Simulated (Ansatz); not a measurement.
# Phonons of InGaW in the AlB2 type, part 3 of 3

Question: is the lattice of InGaW in the AlB2 type stable, and if so, what are its coupling constant and resistivity?

Ansatz 0.2.0; DFT LDA, scalar-relativistic, plane waves, PAW; PAW set soft_1.

So far, highest frequency, solved or plainly interpolated (cm⁻¹): step 5 (lattice stability: q 2×2×2, k 4×4×6) 247. Also lowest on path (cm⁻¹): step 5 -56.1. The relaxed cell has a = 4.622, c = 2.692 Å (conventional setting).

The structure was built from a prototype and need not be the compound's stable phase.

## (6) Lattice stability: q 3×3×3, k 6×6×9 (continued)

No LO-TO term; unit eigenvectors of the mass-weighted matrix. The modes at Γ (shares of kinetic energy by element, %) (negative means imaginary):

```csv
mode,frequency (cm⁻¹),symmetry,W %,Ga %,In %
1,-40.5,A2'',10,81,9
2,0.0,unnamed,50,19,31
3,0.0,unnamed,50,19,31
4,0.0,unnamed,50,19,31
5,76.8,A2'',40,0,60
6,103.6,E',48,33,19
7,103.6,E',48,33,19
8,203.5,E',2,49,50
9,203.5,E',2,49,50
```

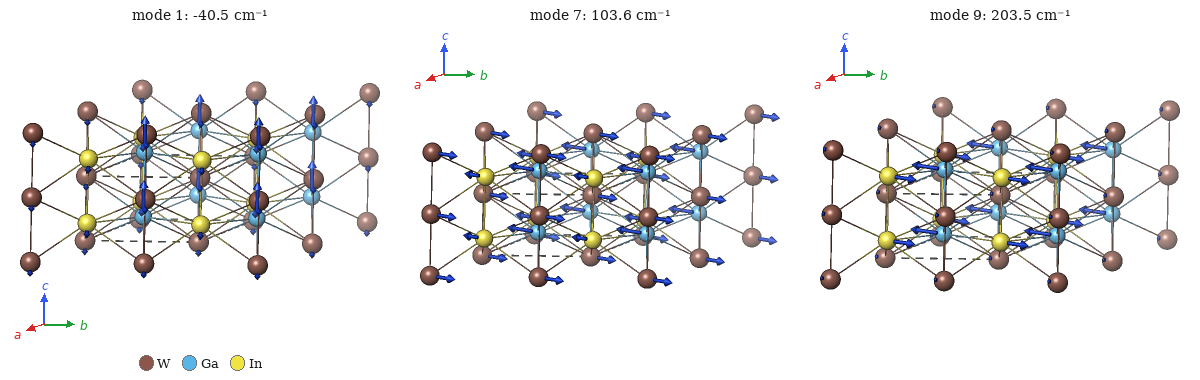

Displacement patterns of modes 1, 7 and 9 at Γ; arrows are exaggerated. 2×2×2 cells are drawn. Some periodic images of atoms are drawn too.

Among the solved wavevectors the lowest mode, translations apart, is -40.8 cm⁻¹, imaginary.

## (7) Phonons by linear response: Fermi–Dirac smearing of 0.3 eV

The phonons are repeated on the same meshes with a wide Fermi–Dirac smearing, to see whether the soft mode comes from sharp features of the Fermi surface.

input.yaml reads:

```yaml
crystal:
  lattice:
    - [4.6221467474, -3.2753e-06, 0.0]
    - [-2.3110705372, 4.0028981409, 0.0]
    - [0.0, 0.0, 2.6921972705]
  atoms:
    - { symbol: W, position: [0.0, 0.0, 0.0] }
    - { symbol: Ga, position: [0.3333333333, 0.6666666667, 0.5] }
    - { symbol: In, position: [0.6666666667, 0.3333333333, 0.5] }
kpoints:
  mp_grid: { grid: [6, 6, 9] }
hamiltonian:
  xc: lda
  pseudopotentials: { kind: paw, azcp: { folder: soft_1 }, xc_functional: pbe }
scf:
  occupations: { method: fermi_dirac, width: 0.3 }
output:
  eigenvalues: true
phonons:
  method: dfpt
  qmesh: [3, 3, 3]
  temperatures: { t_max: 1000, t_step: 50 }
  qpath:
    path:
      - [[0.0, 0.0, 0.0], [0.5, 0.0, 0.0], [0.33333333, 0.33333333, 0.0], [0.0, 0.0, 0.0], [0.0, 0.0, 0.5], [0.5, 0.0, 0.5], [0.33333333, 0.33333333, 0.5], [0.0, 0.0, 0.5]]
      - [[0.5, 0.0, 0.5], [0.5, 0.0, 0.0]]
      - [[0.33333333, 0.33333333, 0.5], [0.33333333, 0.33333333, 0.0]]
    npoints: 10
```

Started as:

```
$ ansatz run input.yaml --threads 4 --pin off --max-ram 12288MiB --backend cpu --events-out ev --progress --plain --runs-dir out
```

Numbers of over 12 decimals in the logs are rounded to 6 here.

Output:

```text
[...]
band count auto-derived: 26 (N_el = 40.0; filled up to band 20; 24 by the electrons, moments and atoms)
[...]
Crystal: 3 atoms, lattice volume = 49.811 Å³
Basis set: ecut = 420 eV, 951 PW (Γ), exchange–correlation on 64×64×36 points (8 copies of the dense FFT grid, shifted against one another)
Bands: 26, of which v1, the nominal top of the filled ones, is band 20 counted from 1 (19 counted from 0)
Symmetry: 12 space group operations
k-points: 35 of 324 (time reversal used)
[...]
SCF iter   1: F=—  HF=-19294.252750 eV  |F-HF|=—  |Δ(HF+E_count)|=         —  Δρ=6.04e-2  dr2=2.64e0  ethr=3.10e-3  ⟨swp⟩=5.1  Hψ=3539  notcnv=0
[...]
SCF iter  11: F=-19293.598451 eV  HF=-19293.598451 eV  |F-HF|=3.64e-12  |Δ(HF+E_count)|=  3.64e-12  Δρ=2.62e-8  dr2=1.79e-13  ethr=1.00e-12  ⟨swp⟩=5.0  Hψ=3428  notcnv=0
SCF 1 converged in 11 iterations: F = -19293.598451 eV  dr2 = 1.79e-13
[...]
SCF iter   7: F=-19293.598451 eV  HF=-19293.598451 eV  |F-HF|=0.00e0  |Δ(HF+E_count)|=    0.00e0  Δρ=3.97e-9  dr2=7.57e-15  ethr=1.00e-12  ⟨swp⟩=1.0  Hψ=1960  notcnv=0
SCF 2 converged in 7 iterations: F = -19293.598451 eV  dr2 = 7.57e-15
[...]
SCF converged after 11 iterations
Free energy (F): -19293.598451 eV
[...]
Internal energy: -19293.138411 eV  (E = F + TS)
E sigma→0 (E₀):  -19293.368431 eV
Entropy (-TS):   -0.460040 eV (-153.347 meV/atom)
Fermi energy:    16.652595 eV
[...]
--- Band table (eV; the first three rows and the last of 35) ---
  k-point 0: bands = [... 16 lower, 12.2726, 12.8157, 13.9390, 17.3887, 17.3887, 19.0580, 19.0580, 21.0828, ... 2 higher]
  k-point 1: bands = [... 16 lower, 12.5605, 13.4037, 14.1551, 16.6004, 16.6004, 19.7472, 19.7472, 20.8427, ... 2 higher]
  k-point 2: bands = [... 16 lower, 13.3782, 14.6951, 14.9247, 15.3553, 15.3553, 19.1937, 20.6636, 20.6636, ... 2 higher]
  k-point 34: bands = [... 16 lower, 13.5793, 13.5891, 14.5385, 16.5956, 17.3960, 17.8166, 17.9780, 18.4891, ... 2 higher]
[...]
ASR residual: 1.769e-3 → 0.000e0 eV/Å²; symmetrization residual: 2.897e-5 eV/Å²
  ASR residual per site (eV/Å²): 1.77e-3 1.42e-4 1.28e-4
  Γ frequencies (cm⁻¹): -40.16 0.00 0.00 0.00 77.29 102.63 102.63 205.69 205.69
--- Phonons (arbitrary-q DFPT): 6 irreducible q on the 3×3×3 mesh ---
[...]
interpolated dispersion: 93 rows × 9 modes
[...]
```

It took 81 s on 4 threads of AMD EPYC 9B45 (Zen 5), shared host; peak memory 1.4 GiB.

Numbers from this step:

* share of imaginary modes in the plain interpolation between solved wavevectors: 0.0159
* highest frequency, solved or plainly interpolated: 244.1 cm⁻¹

Solved on the 3×3×3 mesh alone; all other wavevectors are interpolated. Phonon branches along the path, in cm⁻¹:

```csv
point,branch 1,branch 2,branch 3,branch 4,branch 5,branch 6,branch 7,branch 8,branch 9
Γ,-40,0,0,0,77,103,103,206,206
M,-37,17,44,64,102,105,127,196,215
K,-35,30,55,57,82,102,168,169,222
Γ,-40,0,0,0,77,103,103,206,206
A,74,74,82,82,159,174,190,190,244
L,35,76,107,113,159,164,193,196,241
H,16,97,104,131,155,164,168,210,241
A,74,74,82,82,159,174,190,190,244
jump to L,35,76,107,113,159,164,193,196,241
M,-37,17,44,64,102,105,127,196,215
jump to H,16,97,104,131,155,164,168,210,241
K,-35,30,55,57,82,102,168,169,222
```

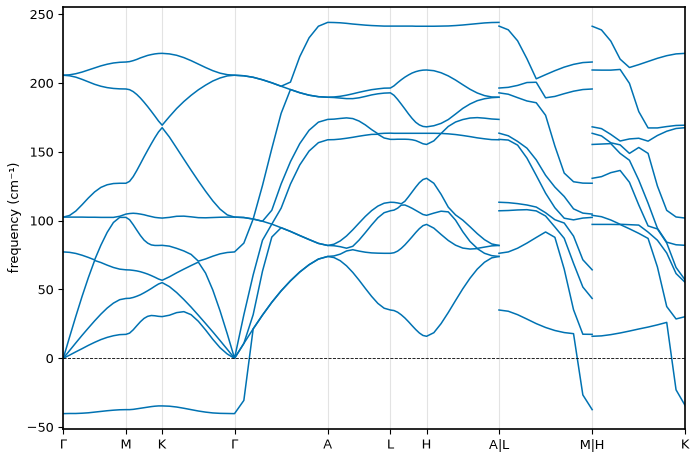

Phonon branches along the path.

Among the solved wavevectors the lowest mode, translations apart, is -40.2 cm⁻¹, imaginary.

## (8) What came out

| Property | Result |
| --- | --- |
| phonon run of the rows without a label of their own | LDA, q 3×3×3, k 6×6×9 |
| softest mode on the q mesh | -40.8 cm⁻¹ at q = (0, 0.333, 0) |
| highest frequency, solved or plainly interpolated | 244 cm⁻¹ |

The lattice is dynamically unstable at this level: a mode at q = (0, 0.333, 0) is imaginary, 40.8i cm⁻¹, so no harmonic coupling constant or resistivity is defined for this structure. These meshes are coarse, and single modes of a metal can move by tens of cm⁻¹ with the k mesh. The coarser mesh found an imaginary mode at another wavevector, which this mesh lacks. Spin–orbit coupling, left out here, matters for W. The phonon runs are not spin-polarised. The PAW files were made for PBE; under other functionals the run regenerates their frozen core. The structure was built by hand as an ordered model, and its stability against other phases was not tested.

[Logs are printed without paths, hosts, clocks, repeated set-up lines and the standing remarks that a program may print on its own settings, such as how far it seeks lower states.]

[Hosts, paths, dates, database ids (printed as entryN), source tags and the programs' standing remarks are cut or masked in the printed files.]
